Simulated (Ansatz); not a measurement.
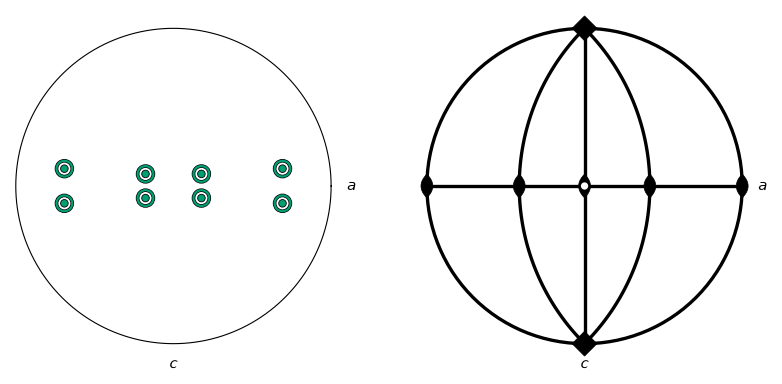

Stereographic projection: filled dots lie in the upper hemisphere, open rings in the lower; heavy lines are mirror planes (a heavy rim: a mirror in the plane of the page); lens, triangle, square and hexagon are 2-, 3-, 4- and 6-fold axes, a lens in an open square is −4, a triangle in an open hexagon −6; thin dashed diameters join the ends of axes that lie in the page; a small open circle marks inversion. The b axis points at the viewer. Left: one general form; right: the symmetry elements. Computed from the symmetry operations of a computed or model structure of composition TiO2.

**Identify the point group and its elements.**

4/mmm (D4h), order 16, tetragonal system: one fourfold axis, four twofold axes, five mirror planes, an inversion centre.

**Can such a crystal be piezoelectric, pyroelectric or chiral?**

It is centrosymmetric, so neither piezoelectric nor pyroelectric; it is not chiral.
